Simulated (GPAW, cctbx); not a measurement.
# Bonding in RbAlAg2Br6 as X-rays see it

Question: by how much does bonding change the X-ray structure factors of RbAlAg2Br6, how firmly does DFT give the change, and what does a routine refinement make of it?

The start was made by putting kin elements into a known structure type; the compound need not exist, or be stable, in this form. All numbers below are calculated.

## Step 1: Find the equilibrium geometry

The density hangs on the geometry, so cell and atoms are relaxed first, with the symmetry held. The cutoff is set higher than for the density because stress converges slowly with plane waves.

Settings: GPAW 26.7.0, PBE, 570 eV, 2×2×2 k-points, Fermi–Dirac width 0.05 eV, BFGS to 0.03 eV/Å.

```text
cell
1.0
     0.000000000    5.629000000    5.629000000
     5.629000000    0.000000000    5.629000000
     5.629000000    5.629000000    0.000000000
Ag Rb Br Al
2 1 6 1
Direct
0.250000000 0.250000000 0.250000000
0.750000000 0.750000000 0.750000000
0.500000000 0.500000000 0.500000000
0.774000000 0.774000000 0.226000000
0.774000000 0.226000000 0.774000000
0.226000000 0.774000000 0.226000000
0.226000000 0.774000000 0.774000000
0.226000000 0.226000000 0.774000000
0.774000000 0.226000000 0.226000000
0.000000000 0.000000000 0.000000000
```

```console
$ OMP_NUM_THREADS=1 mpirun -n 4 gpaw python run.py > gpaw.log
```

```text
BFGS:    0      -25.321526        0.488255
BFGS:    1      -25.340886        0.415508
BFGS:    2      -25.389775        0.024716
cell  7.9528 7.9528 7.9528  60.00 60.00 60.00
volume 355.662 A^3, largest force 0.020 eV/A, largest stress 0.11 GPa
```

After 2 steps the volume has changed by -0.3 % and the energy by -0.068 eV; the largest stress left is 0.11 GPa. It took 46 s on 4 cores of Arm Neoverse V1 (shared host), peak memory 1 GiB.

Relaxed structure: Fm-3m (no. 225), a = 11.2469 Å, b = 11.2469 Å, c = 11.2469 Å, α = 90.00°, β = 90.00°, γ = 90.00°.

```csv
atom,mult.,x,y,z
Ag1,8,1/4,3/4,3/4
Rb1,4,1/2,0,0
Br1,24,0,0,0.7782
Al1,4,0,0,0
```

## Step 2: The all-electron density

X-rays see the whole electron density, so the PAW density is rebuilt with its core regions. Subtracting spherical free atoms from the same code cancels the cores and leaves the deformation density Δρ, the part due to bonding.

Settings: PBE, 450 eV, 3×3×3 k-points, Fermi–Dirac width 0.05 eV; primitive cell of 10 atoms.

```console
$ OMP_NUM_THREADS=1 mpirun -n 4 gpaw python run.py > gpaw.log
```

```text
|iter:   1|       0s |  -27.278896 | -0.74 |       |
|iter:   2|       1s |  -26.946126 | -2.38 | -1.26 |
|iter:   3|       2s |  -25.709318 | -1.68 | -1.30 |
...
|iter:   7|       8s |  -25.416928c| -5.68 | -3.21 |
|iter:   8|       9s |  -25.416936c| -6.56 | -3.77 |
|iter:   9|      10s |  -25.416936c| -7.67c| -4.47c|
```

```text
grid (80, 80, 80)  electrons 354.000  moved by bonding 1.856 e
deformation density beyond 0.5 A of the nuclei: max 0.108, min -0.073 e/A^3
atom        x       y       z   Voronoi charge  moment
Ag1    0.2500  0.2500  0.2500      0.548       0.00
Ag2    0.7500  0.7500  0.7500      0.548       0.00
Rb3    0.5000  0.5000  0.5000      0.097       0.00
Br4    0.7782  0.7782  0.2218     -0.242       0.00
Br5    0.7782  0.2218  0.7782     -0.242       0.00
Br6    0.2218  0.7782  0.2218     -0.242       0.00
Br7    0.2218  0.7782  0.7782     -0.242       0.00
Br8    0.2218  0.2218  0.7782     -0.242       0.00
Br9    0.7782  0.2218  0.2218     -0.242       0.00
Al10   0.0000  0.0000  0.0000      0.259       0.00
mean inner potential of superposed free atoms 10.317 V
total magnetic moment 0.000 muB
```

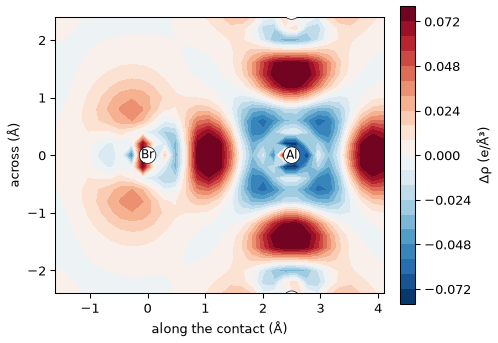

Deformation density in a plane through the shortest contact of the Br atom at the origin; red gains electrons, blue loses them.

Br gains most (-0.24 e) and Ag loses most (+0.55 e); Br is the most electronegative element, but the order of the others doesn't follow electronegativity. Such charges fall far short of formal ones, since overlapping free atoms already put density on their neighbours. Along the shortest contact from the Br atom at the map's origin, Br–Al at 2.50 Å, Δρ is +0.09 e/Å³ at the midpoint and highest, +0.11, 1.06 Å from Br (points within 0.5 Å of a nucleus left out): a bond charge, the mark of covalency, pulled towards Br. At the midpoints of other shortest contacts it is 0.00 (Rb–Br, 3.13 Å) e/Å³. Point values carry grid noise of about 0.01 e/Å³. The run needed 9 iterations, 22 s.

## Step 3: Structure factors

The Fourier components of Δρ, added to those of the free atoms, give the static X-ray structure factors; the Mott–Bethe relation turns them into the Fourier components V of the potential that fast electrons feel.

```text
static structure factors of the conventional cell: F in electrons, V (Mott-Bethe) in volts
   h  k  l      d  |F| table  |F| free   |F| DFT   change   |V| free  |V| DFT  change %
   1  1  1  6.4934    48.803    48.637    48.809    0.171     0.429    0.406     -5.4
   0  2  0  5.6235   107.163   107.321   110.284    2.963     1.428    1.126    -21.1
   0  2  2  3.9764   294.857   294.802   291.873   -2.929     1.827    1.977      8.2
   1  3  1  3.3911   124.017   123.944   124.518    0.575     0.564    0.543     -3.8
   2  2  2  3.2467   834.615   834.369   836.408    2.039     4.402    4.333     -1.6
   0  4  0  2.8117  1110.657  1110.602  1111.990    1.388     6.067    6.032     -0.6
   1  3  3  2.5802   269.038   269.152   269.871    0.719     1.308    1.292     -1.2
   0  4  2  2.5149    31.354    32.125    31.923   -0.202     0.449    0.453      0.9
   2  4  2  2.2958   205.693   204.994   205.617    0.622     0.993    0.982     -1.1
   3  3  3  2.1645   397.842   398.054   398.838    0.784     1.857    1.845     -0.6
   1  5  1  2.1645   160.790   160.868   160.637   -0.231     0.879    0.883      0.4
   0  4  4  1.9882   939.075   938.715   938.373   -0.341     4.367    4.371      0.1
   1  5  3  1.9011    16.064    15.990    15.528   -0.461     0.142    0.147      3.8
   2  4  4  1.8745    18.515    18.118    19.548    1.430     0.057    0.073     28.3
```

The largest X-ray change is +2.96 e on 020, 2.8 % of |F|. For electrons V goes as (Z − F)/g², so a change of F counts against Z − F, which is small at low angle and wherever the atoms' terms cancel: |V| of 020 moves by -21.1 % (1.43 to 1.13 V) against +2.8 % in |F|. The last three rows still change by up to 1.43 e; the table stops while the angles are still low. The tabulated Hartree–Fock atoms differ from the free DFT atoms by up to 0.77 e, so the choice of reference atom matters too.

## Step 4: The functional ladder

The same geometry is run with other functionals, to see whether the bonding signal is larger than the spread between approximations. Free atoms are LDA for LDA and PBE otherwise. Any other changed setting is in the row's label.

```
 run  ΔF 020 (e)  ΔF 022 (e)  ΔF 222 (e)  q(Br) (e)  moved (e)  time
 PBE      +2.963      -2.929      +2.039     -0.242      1.856  22 s
 LDA      +2.702      -2.842      +1.535     -0.226      1.688  20 s
RPBE      +3.145      -2.990      +2.450     -0.258      2.098  22 s
```

At the base's settings ΔF(020) spans +2.702 to +3.145 e, a spread of 15 % of the PBE value; over the three listed reflections the spread is at most 45 %, so the sign holds and the size hangs on the functional. Times are from shared hosts.

## Step 5: Refining ordinary atoms against data with bonding

Routine crystallography fits spherical atoms. To see the bias, intensities are simulated from tabulated atoms plus the DFT change ΔF, so that bonding alone can misfit (23288 reflections of the full sphere, merged to the counts below, to 0.4 Å, 0.5 % proportional noise plus counting noise, assumed isotropic U as listed, Δρ smeared by the mean U) and refined with cctbx over different ranges.

```
                    range  data      R1  GooF  U Ag1 (true 0.0087)  U Rb1 (true 0.0095)  U Br1 (true 0.0097)  U Al1 (true 0.0134)  largest shift (Å)  Δρ max, min (e/Å³)
                 all data   646  0.0042  1.03               0.0087               0.0095               0.0097               0.0134             0.0000         0.26, -0.29
 low resolution, d > 0.84    93  0.0025  1.34               0.0087               0.0096               0.0098               0.0134             0.0000         0.08, -0.09
     high order, d < 0.75   524  0.0056  0.97               0.0087               0.0095               0.0097               0.0133             0.0000         0.21, -0.29
occupancies free, d > 0.7   144  0.0024  1.20               0.0087               0.0095               0.0098               0.0132             0.0000         0.11, -0.10
```

With all data GooF is 1.03, diluted by the many high-angle data; the misfit shows at low resolution; the top residual peak lies 0.89 Å from Br and 1.60 Å from Al. No U is off by more than 3 s.u. at low resolution. With Ag1 held at 1 and the scale free, the other occupancies refine to Rb1 1.000(0.001), Br1 1.001(0.001) and Al1 0.995(0.004), within three s.u. of full.

## Step 6: Answer

Bonding moves 1.86 e in the primitive cell of RbAlAg2Br6 and changes the structure factors of the conventional cell in the table above by at most 2.96 e (020, 2.8 %). The shortest bond, Br–Al, has Δρ = +0.09 e/Å³ at its midpoint, a covalent bond charge. At the base's settings ΔF(020) spans +2.702 to +3.145 e, a spread of 15 % of the PBE value; over the three listed reflections the spread is at most 45 %, so the sign holds and the size hangs on the functional. With all data GooF is 1.03, diluted by the many high-angle data. Limits: static density, frozen cores, no spin–orbit coupling.

[Outputs are excerpts: Python notices, other lines and further rows are left out; steps that failed or that the build refused (PBEsol, TPSS) are not shown.]

[Logs are printed without paths, hosts, clocks, repeated set-up lines and the standing remarks that a program may print on its own settings, such as how far it seeks lower states.]
